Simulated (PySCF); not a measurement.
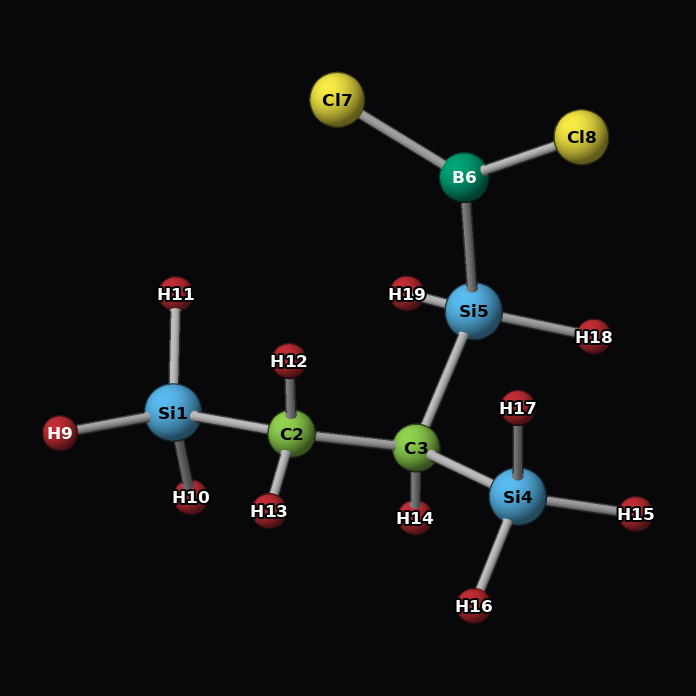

The questions are on Mulliken charges. Computed geometry: GFN2-xTB optimisation. No frequency run is at hand to confirm it as a minimum. Level of theory: PBE0/pcSseg-1, gas phase (PySCF 2.14.0).

Question: Which atom carries the highest charge (most positive or least negative)?

Answer: Si1, Si4 (0.50 e).

Question: And the lowest?

Answer: C3 (−0.80 e).

Give the Mulliken charges atom by atom.

```
atom  value (e)
 Si1       0.50
  C2      −0.51
  C3      −0.80
 Si4       0.50
 Si5       0.47
  B6       0.11
 Cl7      −0.14
 Cl8      −0.14
  H9      −0.08
 H10      −0.08
 H11      −0.07
 H12       0.16
 H13       0.16
 H14       0.18
 H15      −0.07
 H16      −0.08
 H17      −0.07
 H18      −0.02
 H19      −0.02
```

Mulliken values depend strongly on the basis set and can even reverse the polarity of a bond. The geometry is semi-empirical. Around B, Si such bond lengths and angles can be off by a tenth of an ångström or more and by several degrees, and values that hang on the shape move with them.
